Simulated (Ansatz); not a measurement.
## B2Cl4: a changed input and its effect

System: B2Cl4 (B2(Cl)4).
Method of the first run: RKS r2SCAN-D4/def2-SVP (Ansatz 0.2.0).

Text and figures count atoms from 1; the logs count them from 0 in places.

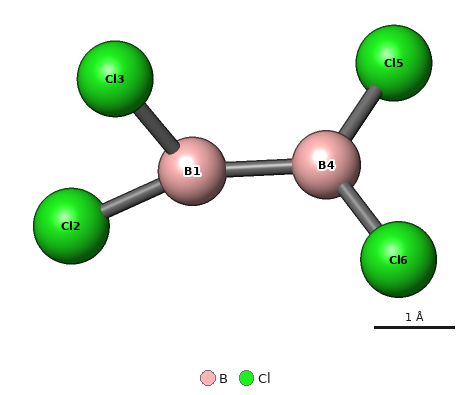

Fig. 1: The structure as given in the input (ball-and-stick view, seen at a tilt; atoms are numbered from 1 in the order of the input). Bond lengths as drawn: B–B 1.69 Å and B–Cl 1.75 Å.

Input, the first run:
```yaml
crystal:
  periodic: [false, false, false]
  atoms:
    - { symbol: B, position_ang: [0.074796, 0.572591, -0.618012] }
    - { symbol: Cl, position_ang: [-0.550947, 1.706021, -1.801432] }
    - { symbol: Cl, position_ang: [1.661186, 1.040513, -1.202191] }
    - { symbol: B, position_ang: [-0.075078, -0.572504, 0.618042] }
    - { symbol: Cl, position_ang: [0.261681, -2.264677, 0.301929] }
    - { symbol: Cl, position_ang: [-0.568953, -0.077902, 2.226851] }
basis:
  gaussian: { orbitals: def2-SVP }
hamiltonian:
  xc: r2scan
  dispersion: d4
output:
  forces: true
```

Launched with:
```bash
ansatz run input.yaml --threads 1 --pin off --max-ram 2560MiB --backend cpu --events-out ev --progress --plain --runs-dir out
```

Hardware: 1 thread of Arm Neoverse V1, 24 GiB of memory available, shared host.

Output (the first run):
```
Engine: ansatz 0.2.0, aarch64-unknown-linux-gnu
Functional definition: r2SCAN
  parameter k0 = 0.174
  parameter k1 = 0.065
  parameter a1 = 4.9479
  exchange = r2scan_x(k0 = k0, k1 = k1, a1 = a1)
  correlation = r2scan_c
1088 factors; their error is unknown
mean field evaluation 1: about -51423.8344 eV, gradient 1.9e1 eV
mean field evaluation 2: about -51422.5207 eV, gradient 2.8e1 eV
mean field evaluation 4: about -51424.8582 eV, gradient 8.7e-1 eV
mean field evaluation 8: about -51424.8602 eV, gradient 1.4e-2 eV
mean field evaluation 16: about -51424.8004 eV, gradient 2.5e-5 eV
mean field -51424.80036871 eV, -1889.8265565686 hartree, gradient 2.5e-5 eV, S^2 0.000000; 0 other end points of the search recorded, 0 dependent functions left out
the calculation of the forces begins
reference -51424.80037539 eV, -1889.8265568140 hartree; 39, 39 occupied and 61, 61 virtual orbitals, 1088 factors
Total energy: -51424.86055066 eV, -1889.8287682143 hartree
Atom 0 at     0.074796     0.572591    -0.618012 Å, force     1.376205     1.375917    -1.688182 eV/Å
Atom 1 at    -0.550947     1.706021    -1.801432 Å, force    -6.245846     0.726314    -0.453543 eV/Å
Atom 2 at     1.661186     1.040513    -1.202191 Å, force     5.348849    -2.275990     2.233374 eV/Å
Atom 3 at    -0.075078    -0.572504     0.618042 Å, force    -0.651542    -0.081131     0.051393 eV/Å
Atom 4 at     0.261681    -2.264677     0.301929 Å, force     0.036371     0.234850    -0.035506 eV/Å
Atom 5 at    -0.568953    -0.077902     2.226851 Å, force     0.135964     0.020040    -0.107536 eV/Å
Dipole moment:    -0.098869    -0.126898     0.136466 e Å
```

The input of the second run differs as follows (lines with − go, lines with + come):
```diff
-    - { symbol: Cl, position_ang: [-0.550947, 1.706021, -1.801432] }
+    - { symbol: Cl, position_ang: [-1.653547, 0.41743, -0.362171] }
-    - { symbol: Cl, position_ang: [0.261681, -2.264677, 0.301929] }
-    - { symbol: Cl, position_ang: [-0.568953, -0.077902, 2.226851] }
+    - { symbol: Cl, position_ang: [1.034952, -1.927697, 0.707873] }
+    - { symbol: Cl, position_ang: [-1.342152, -0.415046, 1.820764] }
```

How does the second run compare with the first run?

With the same method and basis, the second run lies 53.3 kcal/mol higher. The largest force goes from 6.304 to 10.032 eV/Å.

Output (the second run):
```
Engine: ansatz 0.2.0, aarch64-unknown-linux-gnu
Functional definition: r2SCAN
  parameter k0 = 0.174
  parameter k1 = 0.065
  parameter a1 = 4.9479
  exchange = r2scan_x(k0 = k0, k1 = k1, a1 = a1)
  correlation = r2scan_c
1088 factors; their error is unknown
mean field evaluation 1: about -51420.6485 eV, gradient 2.6e1 eV
mean field evaluation 2: about -51418.0120 eV, gradient 4.0e1 eV
mean field evaluation 4: about -51422.5420 eV, gradient 1.5e0 eV
mean field evaluation 8: about -51422.5483 eV, gradient 2.6e-2 eV
mean field evaluation 16: about -51422.4878 eV, gradient 7.6e-5 eV
mean field -51422.48782703 eV, -1889.7415722292 hartree, gradient 1.3e-5 eV, S^2 0.000000; 0 other end points of the search recorded, 0 dependent functions left out
the calculation of the forces begins
reference -51422.48783389 eV, -1889.7415724814 hartree; 39, 39 occupied and 61, 61 virtual orbitals, 1088 factors
Total energy: -51422.55129176 eV, -1889.7439045151 hartree
Atom 0 at     0.074796     0.572591    -0.618012 Å, force     1.016865    -1.847891     2.835825 eV/Å
Atom 1 at    -1.653547     0.417430    -0.362171 Å, force    -3.381626     4.122937    -8.497744 eV/Å
Atom 2 at     1.661186     1.040513    -1.202191 Å, force    -1.061416     0.735371    -0.875097 eV/Å
Atom 3 at    -0.075078    -0.572504     0.618042 Å, force     2.631306    -0.217062     0.792125 eV/Å
Atom 4 at     1.034952    -1.927697     0.707873 Å, force    -0.028822    -0.739476    -0.026047 eV/Å
Atom 5 at    -1.342152    -0.415046     1.820764 Å, force     0.823694    -2.053879     5.770937 eV/Å
Dipole moment:    -0.057223     0.245558    -0.311067 e Å
```

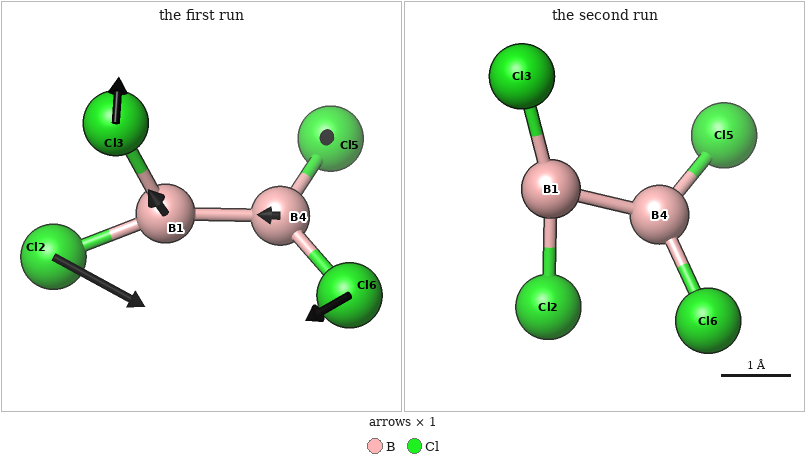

Fig. 2: The two input geometries at one scale (ball-and-stick view, seen at a tilt). The black arrows on the first give the shifts of the atoms after the best rigid fit, at true length. Cl2 moves most after the best rigid fit: 1.53 Å. By element the largest moves are Cl 1.53 Å, B 0.51 Å.

The two runs side by side:

| quantity | the first run | the second run |
| --- | --- | --- |
| outcome | converged | converged |
| total energy (hartree) | −1889.828768 | −1889.743905 |
| largest force (eV/Å) | 6.304 | 10.032 |
| basis functions | 100 | 100 |
| wall time (shared host) | 7.8 s | 8.1 s |
